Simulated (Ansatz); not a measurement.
# SiH4O (SMILES O[SiH3]) at BLYP/cc-pVTZ

What is the vertical singlet–triplet gap of SiH4O at BLYP/cc-pVTZ? 

The calculation is run with Ansatz 0.2.0.

47 further runs of the same task are left out: 47 set aside as unsound or not needed.

### Step 1. The molecule

SiH4O: 6 atoms, total charge 0, spin state singlet. SMILES: `O[SiH3]`. The shape is that of a PBE0-D4/def2-TZVP optimisation.

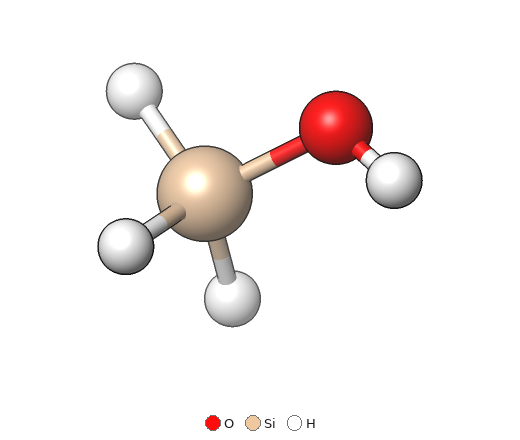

Viewed from a chosen angle; oxygen red, silicon light orange, hydrogen white.

### Step 2. A single-point energy at BLYP/cc-pVTZ

Contents of molecule.yaml:

```yaml
basis:
  gaussian: {orbitals: cc-pVTZ}
crystal:
  periodic: [false, false, false]
  atoms:
    - {symbol: O, position_ang: [0.636700, -1.030300, 0.419000]}
    - {symbol: Si, position_ang: [-0.035700, 0.346500, -0.187000]}
    - {symbol: H, position_ang: [0.069100, -1.629200, 0.904700]}
    - {symbol: H, position_ang: [-1.128300, 0.045700, -1.152800]}
    - {symbol: H, position_ang: [1.060500, 1.064900, -0.875600]}
    - {symbol: H, position_ang: [-0.602300, 1.202400, 0.891700]}
hamiltonian: {xc: {name: BLYP}}
accuracy: high
output: {orbitals: {seedname: orbitals}}
```

On the command line:

```bash
ansatz run molecule.yaml --threads 1 --pin off --max-ram 3480MiB --events-out events.jsonl --progress --plain --runs-dir runs
```

Output:

```text
Warning: RAYON_NUM_THREADS=1 ignored (pool sized by the plan → 1); use --threads N
Functional definition: BLYP
  name "BLYP"
  parameter beta = 0.0042
  parameter a = 0.04918
  parameter b = 0.132
  parameter c = 0.2533
  parameter d = 0.349
  exchange = b88_x(beta = beta)
  correlation = lyp_c(a = a, b = b, c = c, d = d)
2072 factors; integrals over basis functions are off by at most 3.5e-9 eV
mean field evaluation 1: about -9984.8500 eV, gradient 6.3e1 eV
mean field evaluation 2: about -9951.6326 eV, gradient 1.4e2 eV
mean field evaluation 4: about -9991.1737 eV, gradient 3.4e0 eV
mean field evaluation 8: about -9991.2104 eV, gradient 3.5e-2 eV
mean field evaluation 16: about -9991.2104 eV, gradient 6.5e-7 eV
mean field -9991.21036945 eV, -367.1702087917 hartree, gradient 1.8e-8 eV, S^2 0.000000; 0 other end points of the search recorded, 0 dependent functions left out
reference -9991.21041936 eV, -367.1702106259 hartree; 13, 13 occupied and 107, 107 virtual orbitals, 2072 factors
Total energy: -9991.21041936 eV, -367.1702106259 hartree
```

Wall time 6.6 s (1 thread of Arm Neoverse V1, shared host); peak memory 0.29 GiB.

### Step 3. The triplet, same level

Contents of job.yaml:

```yaml
crystal:
  periodic: [false, false, false]
  atoms:
    - symbol: O
      position_ang: [0.636700, -1.030300, 0.419000]
    - symbol: Si
      position_ang: [-0.035700, 0.346500, -0.187000]
    - symbol: H
      position_ang: [0.069100, -1.629200, 0.904700]
    - symbol: H
      position_ang: [-1.128300, 0.045700, -1.152800]
    - symbol: H
      position_ang: [1.060500, 1.064900, -0.875600]
    - symbol: H
      position_ang: [-0.602300, 1.202400, 0.891700]
basis:
  gaussian: {orbitals: cc-pVTZ}
magnetization: {spin_polarized: true, initial_magnetization: 2}
hamiltonian: {xc: {name: BLYP}}
accuracy: high
output: {orbitals: {seedname: orbitals}}
```

On the command line:

```bash
ansatz run job.yaml --threads 1 --pin off --max-ram 3480MiB --events-out events.jsonl --progress --plain --runs-dir runs
```

Output (excerpt; [...] marks lines left out):

```text
Warning: RAYON_NUM_THREADS=1 ignored (pool sized by the plan → 1); use --threads N
[... 9 set-up lines as earlier in the session ...]
2072 factors; integrals over basis functions are off by at most 3.5e-9 eV
mean field evaluation 1: about -9978.0452 eV, gradient 4.4e1 eV
mean field evaluation 2: about -9918.5104 eV, gradient 1.2e2 eV
mean field evaluation 4: about -9979.3683 eV, gradient 3.0e1 eV
mean field evaluation 8: about -9984.7785 eV, gradient 4.1e-1 eV
mean field evaluation 16: about -9984.7751 eV, gradient 4.5e-4 eV
mean field evaluation 32: about -9980.2761 eV, gradient 1.7e1 eV
mean field evaluation 64: about -9983.9315 eV, gradient 5.4e0 eV
mean field -9984.77511324 eV, -366.9337174880 hartree, gradient 5.5e-8 eV, S^2 2.004185; 6 other end points of the search recorded, 0 dependent functions left out
reference -9984.77516426 eV, -366.9337193627 hartree; 14, 12 occupied and 106, 108 virtual orbitals, 2072 factors
Total energy: -9984.77516426 eV, -366.9337193627 hartree
```

It took 18 s on 1 thread of Arm Neoverse V1, shared host; peak memory 0.37 GiB.

### Step 4. Outcome

Level: BLYP/cc-pVTZ.

| quantity | value |
| --- | --- |
| singlet: total energy | -367.17021 Eh |
| singlet: HOMO energy | -7.07 eV |
| singlet: LUMO energy | -0.61 eV |
| singlet: HOMO–LUMO gap | 6.46 eV |
| triplet: total energy | -366.93372 Eh |
| triplet: HOMO energy (highest over α and β) | -1.54 eV |
| triplet: ⟨S²⟩ | 2.004 |
| vertical energy of the triplet above the singlet | 6.435 eV |

In words: At this shape the triplet lies 6.44 eV (148 kcal/mol) above the singlet.
